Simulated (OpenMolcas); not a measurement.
**Single-point calculation of CSSe (charge +1) (part 2 of 2)**

Continued. System: CSSe, charge +1, multiplicity 2. Method: M06-2X/cc-pVTZ, UKS (OpenMolcas 26.06). The run did not end well. The geometry is that of the parent species in another charge or spin state. The geometry comes from this level: PBE0-D4/def2-TZVP.

Geometry of the input (Å):
```
S  1.1404  -0.9922  0.5057
C  0.0352  -0.0306  0.0156
Se -1.1756  1.0229  -0.5213
```

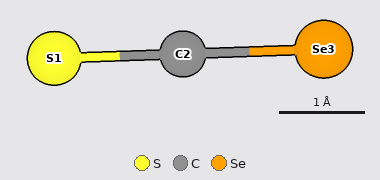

Fig. 1: The structure as given in the input (ball-and-stick view, seen at a tilt; atoms are numbered from 1 in the order of the input).

### Output, continued
```
  15  -837.551896143 -2354.732513422  1331.577270829   4.53E-06*   2.41E-02*   4.64E-03*    1.52E-01   3.75E+02   c2DIIS       3.
  16  -837.552627473 -2354.742657395  1331.586683472  -7.31E-04*   2.23E-02*   2.47E-03*    7.46E-02   3.75E+02   QNRc2DIIS    3.
  17  -837.552678859 -2354.801124452  1331.645099144  -5.14E-05*   2.91E-02*   1.90E-03*    3.84E-02   3.75E+02   QNRc2DIIS    3.
  18  -837.552704804 -2354.770126758  1331.614075505  -2.59E-05*   7.77E-03*   1.01E-03*    4.76E-02   3.75E+02   QNRc2DIIS    3.
  19  -837.552711340 -2354.761168023  1331.605110233  -6.54E-06*   1.33E-03*   3.24E-04*    1.34E-02   3.75E+02   QNRc2DIIS    3.
  20  -837.552711957 -2354.767122144  1331.611063738  -6.17E-07*   4.66E-03*   1.92E-04*    2.28E-03   3.75E+02   QNRc2DIIS    3.
  21  -837.552712643 -2354.772023967  1331.615964874  -6.86E-07*   4.48E-04*   4.07E-05*    6.46E-03   3.75E+02   QNRc2DIIS    3.
  22  -837.552712664 -2354.768341679  1331.612282565  -2.08E-08*   2.20E-04*   2.14E-05*    7.50E-04   3.75E+02   QNRc2DIIS    3.
  23  -837.552712669 -2354.768877370  1331.612818252  -4.78E-09*   1.28E-04*   5.35E-06*    3.60E-04   3.75E+02   QNRc2DIIS    3.
  24  -837.552712670 -2354.768931917  1331.612872798  -9.31E-10*   6.74E-05*   2.46E-06*    2.00E-04   3.75E+02   QNRc2DIIS    3.
  25  -837.552712670 -2354.768973897  1331.612914778   1.89E-10*   1.37E-05*   3.76E-06*    1.14E-04   3.75E+02   QNRc2DIIS    3.
  26  -837.552712670 -2354.768953974  1331.612894855   8.09E-11*   1.66E-04*   3.89E-06*    2.16E-05   3.75E+02   QNRc2DIIS    3.
  27  -837.552712670 -2354.768710763  1331.612651644   2.09E-11*   1.29E-04*   8.62E-06*    2.53E-04   3.75E+02   QNRc2DIIS    3.
  28  -837.552712670 -2354.768941074  1331.612881955  -3.87E-10*   3.31E-05*   3.03E-06*    1.98E-04   3.75E+02   QNRc2DIIS    3.
  29  -837.552712670 -2354.768933266  1331.612874146  -1.53E-10*   2.50E-05*   2.94E-06*    5.03E-05   3.75E+02   QNRc2DIIS    3.
  30  -837.552712670 -2354.768914855  1331.612855736   2.68E-11*   2.17E-05*   3.88E-06*    3.79E-05   3.75E+02   QNRc2DIIS    3.
  31  -837.552712670 -2354.768917877  1331.612858758  -8.82E-11    2.48E-05*   3.96E-06*    3.26E-05   3.75E+02   QNRc2DIIS    3.
  32  -837.552712670 -2354.768921635  1331.612862516  -9.14E-11    1.06E-05*   3.91E-06*    3.72E-05   3.75E+02   QNRc2DIIS    3.
  33  -837.552712670 -2354.768915062  1331.612855943  -6.96E-11    1.89E-05*   3.24E-06*    1.71E-05   3.75E+02   QNRc2DIIS    3.
  34  -837.552712670 -2354.768917025  1331.612857906  -6.18E-11    1.61E-05*   3.22E-06*    2.84E-05   3.75E+02   QNRc2DIIS    3.
  35  -837.552712671 -2354.768917782  1331.612858663  -4.41E-11    1.54E-05*   3.23E-06*    2.42E-05   3.75E+02   QNRc2DIIS    3.
  36  -837.552712671 -2354.768919587  1331.612860467  -6.78E-11    1.42E-05*   3.10E-06*    2.31E-05   3.75E+02   QNRc2DIIS    3.
  37  -837.552712671 -2354.768922212  1331.612863092  -6.09E-11    1.21E-05*   2.94E-06*    2.13E-05   3.75E+02   QNRc2DIIS    3.
  38  -837.552712671 -2354.768925279  1331.612866160  -4.91E-11    1.50E-05*   2.76E-06*    1.82E-05   3.75E+02   QNRc2DIIS    3.
  39  -837.552712671 -2354.768925782  1331.612866662  -5.91E-11    1.42E-05*   2.67E-06*    2.24E-05   3.75E+02   QNRc2DIIS    3.
  40  -837.552712671 -2354.768926657  1331.612867537  -5.46E-11    1.38E-05*   2.57E-06*    2.13E-05   3.75E+02   QNRc2DIIS    3.
  41  -837.552712671 -2354.768927887  1331.612868767  -6.09E-11    1.35E-05*   2.46E-06*    2.08E-05   3.75E+02   QNRc2DIIS    3.
  42  -837.552712671 -2354.768929138  1331.612870018  -4.41E-11    1.34E-05*   2.46E-06*    2.03E-05   3.75E+02   QNRc2DIIS    3.
  43  -837.552712671 -2354.768930383  1331.612871263  -4.59E-11    1.38E-05*   2.46E-06*    2.02E-05   3.75E+02   QNRc2DIIS    3.
  44  -837.552712671 -2354.768931612  1331.612872491  -4.96E-11    1.35E-05*   2.46E-06*    2.06E-05   3.75E+02   QNRc2DIIS    3.
  45  -837.552712671 -2354.768932788  1331.612873668  -5.09E-11    1.34E-05*   2.46E-06*    2.03E-05   3.75E+02   QNRc2DIIS    3.
  46  -837.552712671 -2354.768933927  1331.612874807  -4.14E-11    1.36E-05*   2.46E-06*    2.01E-05   3.75E+02   QNRc2DIIS    3.
  47  -837.552712671 -2354.768945010  1331.612885890  -4.77E-11    1.34E-05*   2.46E-06*    2.05E-05   3.75E+02   QNRc2DIIS    3.
  48  -837.552712671 -2354.768939223  1331.612880102  -4.18E-11    1.34E-05*   2.46E-06*    2.00E-05   3.75E+02   QNRc2DIIS    3.
  49  -837.552712671 -2354.768940420  1331.612881300  -4.41E-11    1.35E-05*   2.46E-06*    2.01E-05   3.75E+02   QNRc2DIIS    3.
  50  -837.552712671 -2354.768943127  1331.612884007  -4.18E-11    1.47E-05*   2.46E-06*    2.01E-05   3.75E+02   QNRc2DIIS    3.
  51  -837.552712671 -2354.768927670  1331.612868550  -3.32E-11    1.37E-05*   2.46E-06*    2.17E-05   3.75E+02   QNRc2DIIS    3.
  52  -837.552712671 -2354.768984530  1331.612925410  -3.59E-11    1.56E-05*   2.46E-06*    2.11E-05   3.75E+02   QNRc2DIIS    3.
  53  -837.552712671 -2354.768961557  1331.612902436   2.41E-11*   2.97E-05*   2.46E-06*    2.46E-05   3.75E+02   QNRc2DIIS    3.
  54  -837.552712671 -2354.768952991  1331.612893870  -1.19E-10*   1.12E-05*   2.46E-06*    4.84E-05   3.75E+02   QNRc2DIIS    3.
  55  -837.552712671 -2354.768952874  1331.612893754  -4.00E-11    1.11E-05*   2.46E-06*    1.68E-05   3.75E+02   QNRc2DIIS    3.
  56  -837.552712672 -2354.768952653  1331.612893533  -2.77E-11    1.11E-05*   2.46E-06*    1.67E-05   3.75E+02   QNRc2DIIS    3.
  57  -837.552712672 -2354.768949942  1331.612890821  -3.32E-11    1.09E-05*   2.46E-06*    1.66E-05   3.75E+02   QNRc2DIIS    3.
  58  -837.552712672 -2354.768954051  1331.612894931  -4.37E-11    1.23E-05*   2.46E-06*    1.63E-05   3.75E+02   QNRc2DIIS    3.
  59  -837.552712672 -2354.768956765  1331.612897644  -3.18E-11    1.11E-05*   2.46E-06*    1.84E-05   3.75E+02   QNRc2DIIS    3.
  60  -837.552712672 -2354.768956177  1331.612897056  -2.86E-11    1.11E-05*   2.46E-06*    1.66E-05   3.75E+02   QNRc2DIIS    3.
  61  -837.552712672 -2354.768955683  1331.612896563  -2.82E-11    1.11E-05*   2.46E-06*    1.66E-05   3.75E+02   QNRc2DIIS    3.
  62  -837.552712672 -2354.768955145  1331.612896024  -3.77E-11    1.12E-05*   2.46E-06*    1.67E-05   3.75E+02   QNRc2DIIS    3.
  63  -837.552712672 -2354.768954089  1331.612894968  -2.82E-11    1.13E-05*   2.46E-06*    1.67E-05   3.75E+02   QNRc2DIIS    3.
  64  -837.552712672 -2354.768953578  1331.612894457  -2.96E-11    1.11E-05*   2.47E-06*    1.69E-05   3.75E+02   QNRc2DIIS    3.
  65  -837.552712672 -2354.768953987  1331.612894866  -3.64E-11    1.11E-05*   2.47E-06*    1.66E-05   3.75E+02   QNRc2DIIS    3.
  66  -837.552712672 -2354.768954389  1331.612895268  -2.77E-11    1.12E-05*   2.47E-06*    1.67E-05   3.75E+02   QNRc2DIIS    3.
  67  -837.552712672 -2354.768954699  1331.612895578  -3.46E-11    1.12E-05*   2.47E-06*    1.67E-05   3.75E+02   QNRc2DIIS    3.
  68  -837.552712672 -2354.768954843  1331.612895722  -3.91E-11    1.12E-05*   2.47E-06*    1.67E-05   3.75E+02   QNRc2DIIS    3.
  69  -837.552712672 -2354.768954701  1331.612895580  -2.68E-11    1.11E-05*   2.47E-06*    1.67E-05   3.75E+02   QNRc2DIIS    3.
  70  -837.552712672 -2354.768954396  1331.612895275  -3.32E-11    1.12E-05*   2.47E-06*    1.67E-05   3.75E+02   QNRc2DIIS    3.
  71  -837.552712672 -2354.768954226  1331.612895105  -2.82E-11    1.12E-05*   2.47E-06*    1.67E-05   3.75E+02   QNRc2DIIS    3.
  72  -837.552712672 -2354.768954221  1331.612895100  -3.64E-11    1.12E-05*   2.47E-06*    1.67E-05   3.75E+02   QNRc2DIIS    3.
  73  -837.552712672 -2354.768954331  1331.612895210  -3.64E-11    1.12E-05*   2.47E-06*    1.67E-05   3.75E+02   QNRc2DIIS    3.
  74  -837.552712672 -2354.768954468  1331.612895347  -1.55E-11    1.12E-05*   2.47E-06*    1.67E-05   3.75E+02   QNRc2DIIS    3.
  75  -837.552712672 -2354.768954536  1331.612895415  -4.82E-11    1.12E-05*   2.47E-06*    1.67E-05   3.75E+02   QNRc2DIIS    3.
  76  -837.552712672 -2354.768954493  1331.612895372  -2.55E-11    1.12E-05*   2.47E-06*    1.67E-05   3.75E+02   QNRc2DIIS    3.
  77  -837.552712672 -2354.768954401  1331.612895280  -2.46E-11    1.12E-05*   2.47E-06*    1.67E-05   3.75E+02   QNRc2DIIS    3.
  78  -837.552712672 -2354.768954332  1331.612895211  -3.46E-11    1.12E-05*   2.47E-06*    1.67E-05   3.75E+02   QNRc2DIIS    3.
  79  -837.552712672 -2354.768954323  1331.612895202  -3.18E-11    1.12E-05*   2.47E-06*    1.67E-05   3.75E+02   QNRc2DIIS    3.
  80  -837.552712672 -2354.768954365  1331.612895244  -3.55E-11    1.12E-05*   2.47E-06*    1.67E-05   3.75E+02   QNRc2DIIS    3.
  81  -837.552712672 -2354.768954419  1331.612895297  -2.41E-11    1.12E-05*   2.47E-06*    1.67E-05   3.75E+02   QNRc2DIIS    3.
  82  -837.552712672 -2354.768954443  1331.612895321  -4.05E-11    1.12E-05*   2.47E-06*    1.67E-05   3.75E+02   QNRc2DIIS    3.
  83  -837.552712672 -2354.768954427  1331.612895306  -2.64E-11    1.12E-05*   2.47E-06*    1.67E-05   3.75E+02   QNRc2DIIS    3.
  84  -837.552712672 -2354.768954393  1331.612895272  -2.91E-11    1.12E-05*   2.47E-06*    1.67E-05   3.75E+02   QNRc2DIIS    3.
  85  -837.552712672 -2354.768954367  1331.612895246  -3.00E-11    1.12E-05*   2.47E-06*    1.67E-05   3.75E+02   QNRc2DIIS    3.
  86  -837.552712672 -2354.768954365  1331.612895244  -3.68E-11    1.12E-05*   2.47E-06*    1.67E-05   3.75E+02   QNRc2DIIS    3.
  87  -837.552712672 -2354.768954383  1331.612895262  -2.41E-11    1.12E-05*   2.47E-06*    1.67E-05   3.75E+02   QNRc2DIIS    3.
  88  -837.552712673 -2354.768954404  1331.612895283  -3.77E-11    1.12E-05*   2.47E-06*    1.67E-05   3.75E+02   QNRc2DIIS    3.
  89  -837.552712673 -2354.768954414  1331.612895292  -3.46E-11    1.12E-05*   2.47E-06*    1.67E-05   3.75E+02   QNRc2DIIS    3.
  90  -837.552712673 -2354.768954408  1331.612895286  -3.73E-11    1.12E-05*   2.47E-06*    1.67E-05   3.75E+02   QNRc2DIIS    3.
  91  -837.552712673 -2354.768954395  1331.612895273  -2.96E-11    1.12E-05*   2.47E-06*    1.67E-05   3.75E+02   QNRc2DIIS    3.
  92  -837.552712673 -2354.768954386  1331.612895264  -2.46E-11    1.12E-05*   2.47E-06*    1.67E-05   3.75E+02   QNRc2DIIS    3.
  93  -837.552712673 -2354.768954387  1331.612895265  -3.55E-11    1.12E-05*   2.47E-06*    1.67E-05   3.75E+02   QNRc2DIIS    3.
  94  -837.552712673 -2354.768954395  1331.612895273  -3.00E-11    1.12E-05*   2.47E-06*    1.67E-05   3.75E+02   QNRc2DIIS    3.
  95  -837.552712673 -2354.768954404  1331.612895282  -3.05E-11    1.12E-05*   2.47E-06*    1.67E-05   3.75E+02   QNRc2DIIS    3.
  96  -837.552712673 -2354.768954408  1331.612895286  -3.05E-11    1.12E-05*   2.47E-06*    1.67E-05   3.75E+02   QNRc2DIIS    3.
  97  -837.552712673 -2354.768954406  1331.612895284  -3.68E-11    1.12E-05*   2.47E-06*    1.67E-05   3.75E+02   QNRc2DIIS    3.
  98  -837.552712673 -2354.768954402  1331.612895280  -2.50E-11    1.12E-05*   2.47E-06*    1.67E-05   3.75E+02   QNRc2DIIS    3.
  99  -837.552712673 -2354.768954399  1331.612895277  -3.59E-11    1.12E-05*   2.47E-06*    1.67E-05   3.75E+02   QNRc2DIIS    3.
 100  -837.552712673 -2354.768954401  1331.612895279  -2.86E-11    1.12E-05*   2.47E-06*    1.67E-05   3.75E+02   QNRc2DIIS    3.
 101  -837.552712673 -2354.768954405  1331.612895283  -3.09E-11    1.12E-05*   2.48E-06*    1.67E-05   3.75E+02   QNRc2DIIS    3.
 102  -837.552712673 -2354.768954409  1331.612895287  -3.14E-11    1.12E-05*   2.48E-06*    1.67E-05   3.75E+02   QNRc2DIIS    3.
 103  -837.552712673 -2354.768954412  1331.612895290  -2.86E-11    1.12E-05*   2.48E-06*    1.67E-05   3.75E+02   QNRc2DIIS    3.
 104  -837.552712673 -2354.768954412  1331.612895290  -2.36E-11    1.12E-05*   2.48E-06*    1.67E-05   3.75E+02   QNRc2DIIS    3.
 105  -837.552712673 -2354.768954411  1331.612895289  -3.91E-11    1.12E-05*   2.48E-06*    1.67E-05   3.75E+02   QNRc2DIIS    3.
 106  -837.552712673 -2354.768954411  1331.612895289  -3.82E-11    1.12E-05*   2.48E-06*    1.67E-05   3.75E+02   QNRc2DIIS    3.
 107  -837.552712673 -2354.768954413  1331.612895291  -3.64E-11    1.12E-05*   2.48E-06*    1.67E-05   3.75E+02   QNRc2DIIS    3.
 108  -837.552712673 -2354.768954415  1331.612895293  -2.82E-11    1.12E-05*   2.48E-06*    1.67E-05   3.75E+02   QNRc2DIIS    3.
 109  -837.552712673 -2354.768954418  1331.612895296  -3.09E-11    1.12E-05*   2.48E-06*    1.67E-05   3.75E+02   QNRc2DIIS    3.
 110  -837.552712673 -2354.768954420  1331.612895298  -3.14E-11    1.12E-05*   2.48E-06*    1.67E-05   3.75E+02   QNRc2DIIS    3.
 111  -837.552712673 -2354.768954421  1331.612895298  -2.86E-11    1.12E-05*   2.48E-06*    1.67E-05   3.75E+02   QNRc2DIIS    3.
 112  -837.552712673 -2354.768954421  1331.612895299  -3.64E-11    1.12E-05*   2.48E-06*    1.67E-05   3.75E+02   QNRc2DIIS    3.
 113  -837.552712673 -2354.768954422  1331.612895300  -2.68E-11    1.12E-05*   2.48E-06*    1.67E-05   3.75E+02   QNRc2DIIS    3.
 114  -837.552712673 -2354.768954424  1331.612895302  -3.32E-11    1.12E-05*   2.48E-06*    1.67E-05   3.75E+02   QNRc2DIIS    3.
 115  -837.552712673 -2354.768954426  1331.612895304  -3.09E-11    1.12E-05*   2.48E-06*    1.67E-05   3.75E+02   QNRc2DIIS    3.
 116  -837.552712673 -2354.768954428  1331.612895306  -3.09E-11    1.12E-05*   2.48E-06*    1.67E-05   3.75E+02   QNRc2DIIS    3.
 117  -837.552712673 -2354.768954430  1331.612895307  -3.05E-11    1.12E-05*   2.48E-06*    1.67E-05   3.75E+02   QNRc2DIIS    3.
 118  -837.552712673 -2354.768954431  1331.612895309  -3.23E-11    1.12E-05*   2.48E-06*    1.67E-05   3.75E+02   QNRc2DIIS    3.
 119  -837.552712674 -2354.768954432  1331.612895310  -3.41E-11    1.12E-05*   2.48E-06*    1.67E-05   3.75E+02   QNRc2DIIS    3.
 120  -837.552712674 -2354.768954434  1331.612895311  -3.77E-11    1.12E-05*   2.48E-06*    1.67E-05   3.75E+02   QNRc2DIIS    3.
 121  -837.552712674 -2354.768954435  1331.612895313  -2.36E-11    1.12E-05*   2.48E-06*    1.67E-05   3.75E+02   QNRc2DIIS    3.
 122  -837.552712674 -2354.768954437  1331.612895315  -2.46E-11    1.12E-05*   2.48E-06*    1.67E-05   3.75E+02   QNRc2DIIS    3.
 123  -837.552712674 -2354.768954439  1331.612895316  -4.14E-11    1.12E-05*   2.48E-06*    1.68E-05   3.75E+02   QNRc2DIIS    3.
 124  -837.552712674 -2354.768954441  1331.612895318  -2.96E-11    1.12E-05*   2.48E-06*    1.68E-05   3.75E+02   QNRc2DIIS    3.
 125  -837.552712674 -2354.768954442  1331.612895319  -2.55E-11    1.12E-05*   2.48E-06*    1.68E-05   3.75E+02   QNRc2DIIS    3.
 126  -837.552712674 -2354.768954444  1331.612895321  -4.09E-11    1.04E-01*   2.48E-06*    1.68E-05   3.75E+02   QNRc2DIIS    3.
 127  -837.552712449 -2354.768941138  1331.612882240   2.25E-07*   6.23E-05*   7.03E-05*    1.55E-01   3.75E+02   QNRc2DIIS    3.
 128  -837.552712449 -2354.768937539  1331.612878641  -3.34E-10*   3.85E-05*   7.02E-05*    9.33E-05   3.75E+02   QNRc2DIIS    3.
 129  -837.552712450 -2354.768933857  1331.612874958  -9.91E-10*   6.78E-05*   6.98E-05*    5.81E-05   3.75E+02   QNRc2DIIS    3.
 130  -837.552712451 -2354.768930765  1331.612871865  -8.56E-10*   5.91E-04*   6.94E-05*    1.02E-04   3.75E+02   QNRc2DIIS    3.
 131  -837.552712523 -2354.769106332  1331.613047360  -7.21E-08*   3.35E-04*   3.01E-05*    1.03E-03   3.75E+02   QNRc2DIIS    3.
 132  -837.552712532 -2354.768815207  1331.612756226  -9.33E-09*   6.02E-05*   1.35E-05*    5.26E-04   3.75E+02   QNRc2DIIS    3.
 133  -837.552712533 -2354.768917956  1331.612858973  -8.88E-10*   4.66E-05*   4.82E-06*    1.00E-04   3.75E+02   QNRc2DIIS    3.
 134  -837.552712534 -2354.768969772  1331.612910789  -2.64E-10*   1.72E-05*   1.05E-06*    9.02E-05   3.75E+02   QNRc2DIIS    3.
 135  -837.552712534 -2354.768922940  1331.612863958  -2.00E-11    3.15E-06    5.78E-07*    2.90E-05   3.75E+02   QNRc2DIIS    3.
 136  -837.552712534 -2354.768939767  1331.612880784   5.46E-12*   1.60E-06    3.47E-07*    5.68E-06   3.75E+02   QNRc2DIIS    3.
 137  -837.552712534 -2354.768943345  1331.612884362  -9.55E-12    1.04E-05*   2.97E-07*    2.43E-06   3.75E+02   QNRc2DIIS    3.
 138  -837.552712534 -2354.768957066  1331.612898083  -1.05E-11    4.49E-06    2.74E-07*    1.57E-05   3.75E+02   QNRc2DIIS    3.
 139  -837.552712534 -2354.768935447  1331.612876464   4.55E-13*   3.08E-06    1.54E-07*    6.91E-06   3.75E+02   QNRc2DIIS    3.
 140  -837.552712534 -2354.768942162  1331.612883179   3.64E-12*   7.32E-06    1.55E-07*    4.62E-06   3.75E+02   QNRc2DIIS    3.
 141  -837.552712534 -2354.768946408  1331.612887425  -4.55E-13    3.05E-06    1.68E-07*    1.10E-05   3.75E+02   QNRc2DIIS    3.
 142  -837.552712534 -2354.768944396  1331.612885414   0.00E+00    3.01E-06    1.64E-07*    4.47E-06   3.75E+02   QNRc2DIIS    3.
 143  -837.552712534 -2354.768954445  1331.612895463  -6.37E-12    2.89E-06    2.12E-07*    4.94E-06   3.75E+02   QNRc2DIIS    3.
 144  -837.552712534 -2354.768945000  1331.612886017   1.68E-11*   2.04E-06    1.55E-07*    4.63E-06   3.75E+02   QNRc2DIIS    3.
 145  -837.552712534 -2354.768951392  1331.612892409  -1.14E-11    1.29E-06    1.55E-07*    3.41E-06   3.75E+02   QNRc2DIIS    3.
 146  -837.552712534 -2354.768945270  1331.612886288   4.55E-12*   1.66E-06    1.55E-07*    2.19E-06   3.75E+02   QNRc2DIIS    3.
 147  -837.552712534 -2354.768940228  1331.612881245  -1.09E-11    1.67E-06    1.98E-07*    2.63E-06   3.75E+02   QNRc2DIIS    3.
 148  -837.552712534 -2354.768947682  1331.612888700   1.32E-11*   9.68E-07    1.55E-07*    2.82E-06   3.75E+02   QNRc2DIIS    3.
 149  -837.552712534 -2354.768950930  1331.612891947  -9.09E-12    1.29E-06    1.55E-07*    1.55E-06   3.75E+02   QNRc2DIIS    3.
 150  -837.552712534 -2354.768944609  1331.612885627  -4.55E-13    1.17E-06    1.55E-07*    2.22E-06   3.75E+02   QNRc2DIIS    3.
 151  -837.552712534 -2354.768949754  1331.612890771   4.55E-12*   9.12E-07    1.55E-07*    1.95E-06   3.75E+02   QNRc2DIIS    3.
 152  -837.552712534 -2354.768947837  1331.612888854  -1.36E-12    9.64E-07    1.55E-07*    1.39E-06   3.75E+02   QNRc2DIIS    3.
 153  -837.552712534 -2354.768944700  1331.612885718  -1.36E-12    6.72E-07    1.55E-07*    1.52E-06   3.75E+02   QNRc2DIIS    3.
 154  -837.552712534 -2354.768945612  1331.612886629  -1.82E-12    8.05E-07    1.55E-07*    1.02E-06   3.75E+02   QNRc2DIIS    3.
 155  -837.552712534 -2354.768947588  1331.612888606  -5.91E-12    7.44E-07    1.55E-07*    1.25E-06   3.75E+02   QNRc2DIIS    3.
 156  -837.552712534 -2354.768946549  1331.612887566   5.46E-12*   7.71E-07    1.55E-07*    1.12E-06   3.75E+02   QNRc2DIIS    3.
 157  -837.552712534 -2354.768947492  1331.612888510   3.64E-12*   7.08E-07    1.55E-07*    1.16E-06   3.75E+02   QNRc2DIIS    3.
 158  -837.552712534 -2354.768947582  1331.612888599   5.91E-12*   7.46E-07    1.55E-07*    1.06E-06   3.75E+02   QNRc2DIIS    3.
 159  -837.552712534 -2354.768946732  1331.612887750  -5.00E-12    7.25E-07    1.55E-07*    1.12E-06   3.75E+02   QNRc2DIIS    3.
 160  -837.552712534 -2354.768946414  1331.612887431  -3.64E-12    6.81E-07    1.55E-07*    1.08E-06   3.75E+02   QNRc2DIIS    3.
 161  -837.552712534 -2354.768946756  1331.612887774   4.09E-12*   7.45E-07    1.56E-07*    1.03E-06   3.75E+02   QNRc2DIIS    3.
 162  -837.552712534 -2354.768946871  1331.612887888  -6.82E-12    7.06E-07    1.56E-07*    1.12E-06   3.75E+02   QNRc2DIIS    3.
 163  -837.552712534 -2354.768947163  1331.612888180   4.55E-12*   7.07E-07    1.56E-07*    1.06E-06   3.75E+02   QNRc2DIIS    3.
 164  -837.552712534 -2354.768947275  1331.612888292  -5.46E-12    7.03E-07    1.56E-07*    1.06E-06   3.75E+02   QNRc2DIIS    3.
 165  -837.552712534 -2354.768947122  1331.612888140  -2.73E-12    7.00E-07    1.56E-07*    1.05E-06   3.75E+02   QNRc2DIIS    3.
 166  -837.552712534 -2354.768946926  1331.612887943   7.28E-12*   7.07E-07    1.56E-07*    1.05E-06   3.75E+02   QNRc2DIIS    3.
 167  -837.552712534 -2354.768946884  1331.612887901  -7.73E-12    7.03E-07    1.56E-07*    1.06E-06   3.75E+02   QNRc2DIIS    3.
 168  -837.552712534 -2354.768946877  1331.612887895   9.55E-12*   7.04E-07    1.56E-07*    1.05E-06   3.75E+02   QNRc2DIIS    3.
 169  -837.552712534 -2354.768946960  1331.612887977  -4.55E-12    7.04E-07    1.56E-07*    1.05E-06   3.75E+02   QNRc2DIIS    3.
 170  -837.552712534 -2354.768947044  1331.612888061   2.27E-12*   7.03E-07    1.56E-07*    1.05E-06   3.75E+02   QNRc2DIIS    3.
```

### Outcome

- outcome: stopped at the time limit
- basis functions: 107
- hardware: 1 thread of Arm Neoverse V2, 24 GiB of memory available, shared host
- wall time: 8.6 min
- peak memory: 0.62 GiB

The run was cut off by its time limit, so the output is incomplete.
